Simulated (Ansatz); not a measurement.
Zn₁₂Cl: several calculations on one system

## 1. Relaxation

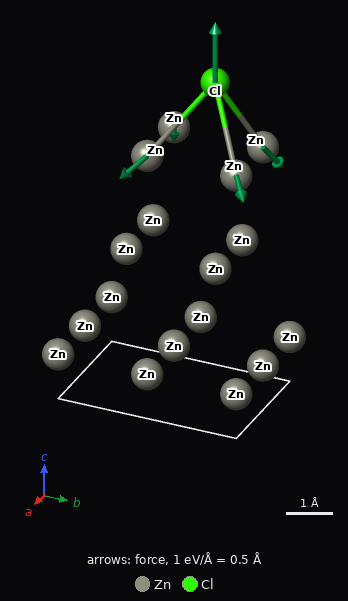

Starting geometry of a slab of composition Zn12Cl with the computed forces as green arrows. The picture is a ball-and-stick view of the cell of the calculation, outlined in the plane, without the vacuum, seen slightly off an axis.

It is Cl on Zn(0001), set down by a guess. The run prepares the start of a later molecular dynamics calculation, from a guessed geometry. 4 atoms are held fixed.

These are results of DFT PBE, scalar-relativistic, plane waves, PAW (Ansatz), not measurements. Settings: plane-wave cutoff 420 eV; k-point mesh 2 × 2 × 1; occupations fermi dirac; smearing width 0.15 eV; no spin polarisation; atoms relaxed in a fixed cell; force threshold 0.08 eV/Å; at most 25 steps.

> What follows when this structure is relaxed?

It isn't relaxed: the largest force vector, on the Cl atom, is 2.76 eV/Å. The final displacements follow the starting forces only in part (cosine between the two patterns 0.52). After 4 geometry steps the energy has fallen by 0.646 eV per cell of the calculation. The largest force component goes from 2.8 to 0.027 eV/Å. The largest move is that of a Zn atom, 0.47 Å along the normal (−c). Largest moves by element: Zn 0.47 Å, Cl 0.10 Å. The cell doesn't change. Some distances before and after: Cl–Zn 2.287 → 2.550 Å, Cl–Zn 2.355 → 2.576 Å. Bond angles that change, for instance: Zn–Cl–Zn 70.9° → 65.2°, Zn–Cl–Zn 69.9° → 64.8°. Cost: 48 s on 1 thread of Arm Neoverse V1 (shared host), peak memory 0.66 GiB.

Limits of the set-up: the cell has an odd number of electrons but was run without spin polarisation; the k-point mesh is coarse for a cell with partly filled bands; the program's low-accuracy preset was used; the periodic images lie only 5.3 Å apart, so the values are limited by the cell's size.

## 2. Dynamics

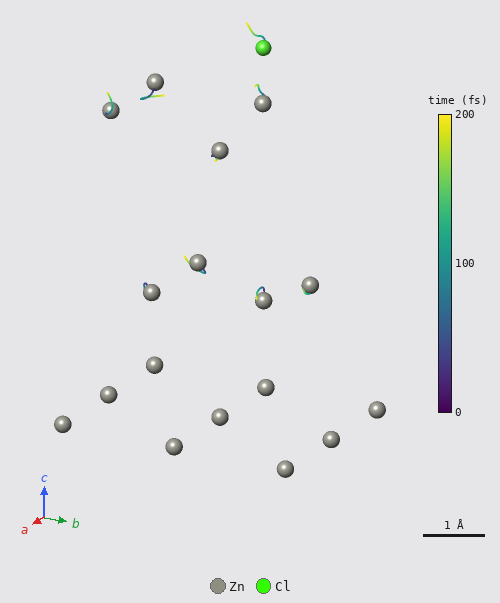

First-principles dynamics of Cl on Zn(0001) (13 atoms in the cell), 200 fs long. Lines trace each atom's path, coloured by time; spheres stand at the starting positions. Fixed atoms have no trace. Seen slightly off an axis in the simulation cell, with the vacuum cut short.

Level of theory: Ansatz, DFT PBE, scalar-relativistic, plane waves, PAW. Set-up: plane-wave cutoff 420 eV; k-point mesh 2 × 2 × 1; Fermi-Dirac smearing 0.15 eV; low-accuracy preset; 4 atoms held fixed; constant energy (NVE); velocities drawn for 600 K; time step 2 fs.

Input
```yaml
accuracy: low
crystal:
  lattice:
    - [5.32, 0.0, 0.0]
    - [2.66, 4.607255, 0.0]
    - [0.0, 0.0, 17.93696]
  atoms:
    - { symbol: Zn, position: [0.0, 0.0, 0.0557508] }
    - { symbol: Zn, position: [0.5, 0.0, 0.0557508] }
    - { symbol: Zn, position: [0.0, 0.5, 0.0557508] }
    - { symbol: Zn, position: [0.5, 0.5, 0.0557508] }
    - { symbol: Zn, position: [-0.16380585, 0.33184107, 0.18375963] }
    - { symbol: Zn, position: [0.33134776, 0.33137831, 0.18363607] }
    - { symbol: Zn, position: [-0.16688304, 0.83320463, 0.19694135] }
    - { symbol: Zn, position: [0.33173767, 0.83637055, 0.18374763] }
    - { symbol: Zn, position: [0.00491713, 0.00517092, 0.32069433] }
    - { symbol: Zn, position: [0.48830572, 0.00526543, 0.32097363] }
    - { symbol: Zn, position: [0.0049976, 0.48858446, 0.32093561] }
    - { symbol: Zn, position: [0.49911846, 0.49947305, 0.30471173] }
    - { symbol: Cl, position: [0.82976764, 0.83093149, 0.43282378] }
basis:
  ecutwfc: 420.0
kpoints:
  mp_grid: { grid: [2, 2, 1] }
hamiltonian:
  xc: pbe
scf:
  occupations: { method: fermi_dirac, width: 0.15 }
  lower_state_search: "off"
md:
  timestep: 2
  n_steps: 100
  ensemble: nve
  temperature: 600.0
  initial_velocities: maxwell_boltzmann
  seed: 494898
  constraints: [{ sites: [0, 1, 2, 3] }]
```

Launched with:
```bash
ansatz run input.yaml --threads 1 --pin off --max-ram 3072MiB --backend cpu --events-out ev --progress --plain --runs-dir out
```

Q: How do the atoms move?

A: In the second half of the run the atoms are, in the root-mean-square, this far from where they began (common drift taken out): Cl 0.45 Å, Zn 0.24 Å. Against the typical shortest distance between atoms in the first frame, about 2.6 Å these are large excursions, but over 200 fs one can't yet tell strong vibration from the start of diffusion. The mean temperature in the second half is 335 K (standard deviation 48 K). The first frame carries almost no forces, so kinetic energy first flows into potential energy: the temperature drops from 600 to 179 K within 52 fs, and without a thermostat its mean stays below the start. The potential energy in the second half lies on average 23.7 meV per atom above the first frame. The total energy stays between −0.00054 and 0.031 meV per atom of its start. A straight-line fit has a slope that amounts to +0.0021 meV per atom over 200 fs (under 0.1 % of the mean kinetic energy), and the ripple about it is under 0.1 % of the kinetic energy's fluctuation. With a drift under 2 % and a ripple under 7 %, the integration is accurate.

Limits of the set-up: the cell has an odd number of electrons but was run without spin polarisation; the k-point mesh is coarse for a cell with partly filled bands; the program's low-accuracy preset was used; the periodic images lie only 5.3 Å apart, so the values are limited by the cell's size.

## 3. Dynamics

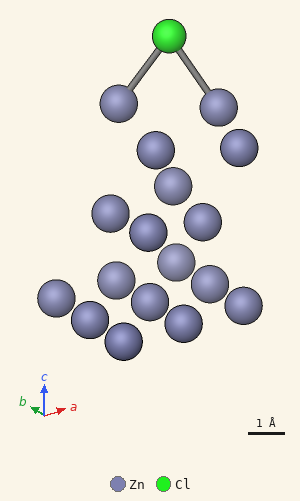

Starting frame of a dynamics run of Cl on Zn(0001) (13 atoms in the cell). It starts from the last geometry of an earlier run, with fresh velocities. Style: ball-and-stick. Shown: the simulation cell, with the vacuum cut short, slightly off an axis. Bonds to atoms that aren't drawn are left out.

Computed with DFT PBE, scalar-relativistic, plane waves, PAW (Ansatz).

Input file:
```yaml
accuracy: low
crystal:
  lattice:
    - [5.32, 0.0, 0.0]
    - [2.66, 4.607255, 0.0]
    - [0.0, 0.0, 17.93696]
  atoms:
    - { symbol: Zn, position: [0.0, 0.0, 0.0557508] }
    - { symbol: Zn, position: [0.5, 0.0, 0.0557508] }
    - { symbol: Zn, position: [0.0, 0.5, 0.0557508] }
    - { symbol: Zn, position: [0.5, 0.5, 0.0557508] }
    - { symbol: Zn, position: [-0.15863006, 0.32357191, 0.17719532] }
    - { symbol: Zn, position: [0.36645454, 0.28641624, 0.19041065] }
    - { symbol: Zn, position: [-0.13116335, 0.81286385, 0.19943672] }
    - { symbol: Zn, position: [0.34808122, 0.81511285, 0.18527988] }
    - { symbol: Zn, position: [-0.01571989, 0.03666534, 0.30861115] }
    - { symbol: Zn, position: [0.52141164, 0.00207066, 0.33938365] }
    - { symbol: Zn, position: [0.05893982, 0.4746887, 0.33891626] }
    - { symbol: Zn, position: [0.54707868, 0.49723965, 0.2981434] }
    - { symbol: Cl, position: [0.7961437, 0.74202955, 0.45066111] }
basis:
  ecutwfc: 420.0
kpoints:
  mp_grid: { grid: [2, 2, 1] }
hamiltonian:
  xc: pbe
scf:
  occupations: { method: fermi_dirac, width: 0.15 }
  lower_state_search: "off"
  max_iter: 67
md:
  timestep: 3.0
  n_steps: 200
  ensemble: nvt_nose_hoover
  temperature: 600.0
  initial_velocities: maxwell_boltzmann
  seed: 839432
  nose_hoover: { tau: 10.0, chain_length: 1 }
  constraints: [{ sites: [0, 1, 2, 3] }]
```

Command:
```bash
ansatz run input.yaml --threads 1 --pin off --max-ram 3072MiB --backend cpu --events-out ev --progress --plain --runs-dir out
```

Q: What does the trajectory do?

A: The mean temperature in the second half is 601 K (standard deviation 50 K). The potential energy is still drifting at the end, so the run hasn't reached equilibrium. The potential energy in the second half lies on average 30.5 meV per atom above the first frame. Root-mean-square distances from the starting positions over the second half, with the common drift of all atoms taken out: Zn 0.50 Å, Cl 0.34 Å. Against the typical shortest distance between atoms in the first frame, about 2.5 Å these are wide excursions, but the first-neighbour bonds of the start all hold: the network flexes, or its layers or units shift against each other, without breaking. The thermostat's time constant is so short that it disturbs the motion.

Along the run (each row but the first and the last is the mean over the interval that it begins):

```csv
time (fs),potential energy (meV/atom),T (K)
0.0,0.0,600
99.0,27.1,608
198.0,16.8,595
297.0,29.1,604
396.0,22.8,597
495.0,39.0,600
594.0,37.2,582
```

The paths of the atoms:

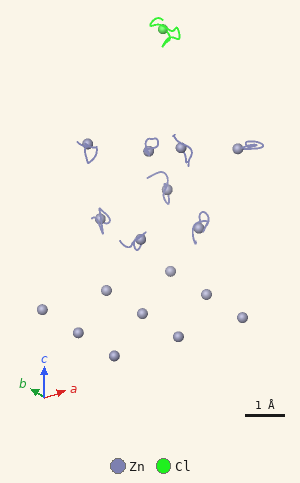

Limits of the set-up: the cell has an odd number of electrons but was run without spin polarisation; the k-point mesh is coarse for a cell with partly filled bands; the program's low-accuracy preset was used; the periodic images lie only 5.3 Å apart, so the values are limited by the cell's size.
